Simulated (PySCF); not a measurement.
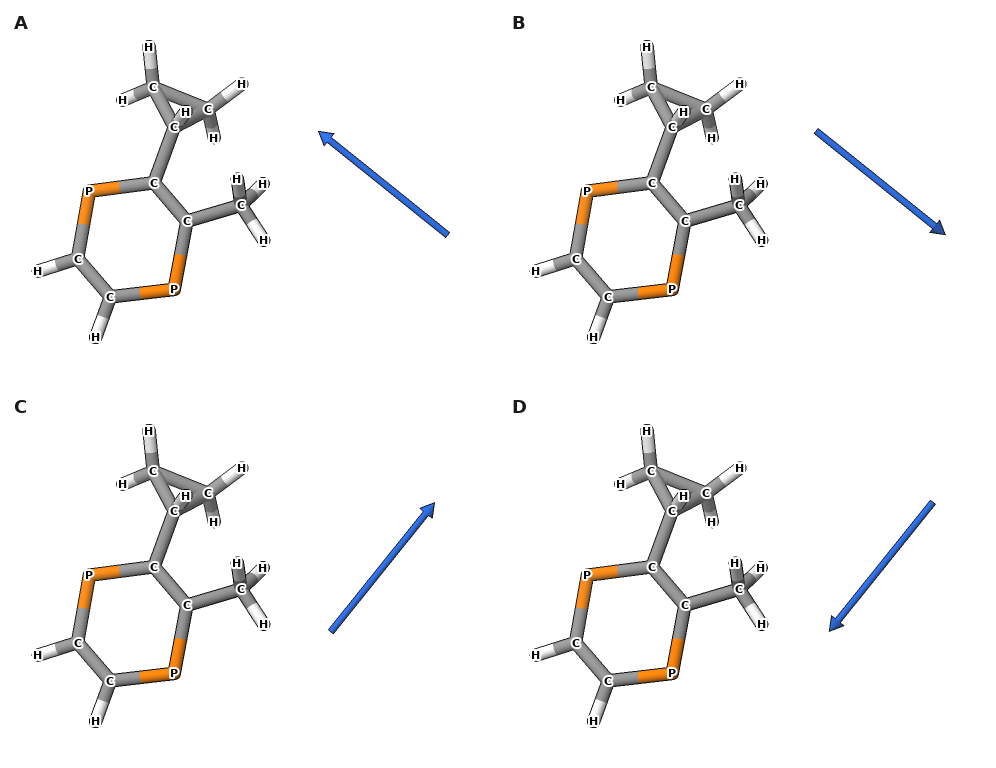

The same molecule four times, each with an arrow. Computed geometry: GFN2-xTB optimisation. No frequency run is at hand to confirm it as a minimum. Properties computed with PBE0/pcSseg-1, gas phase (PySCF 2.14.0).

Question: Which arrow points along the dipole moment, from the negative to the positive end?

Answer: C. The dipole moment is 1.19 D.

The geometry is semi-empirical. Around P such bond lengths and angles can be off by a tenth of an ångström or more and by several degrees, and values that hang on the shape move with them.
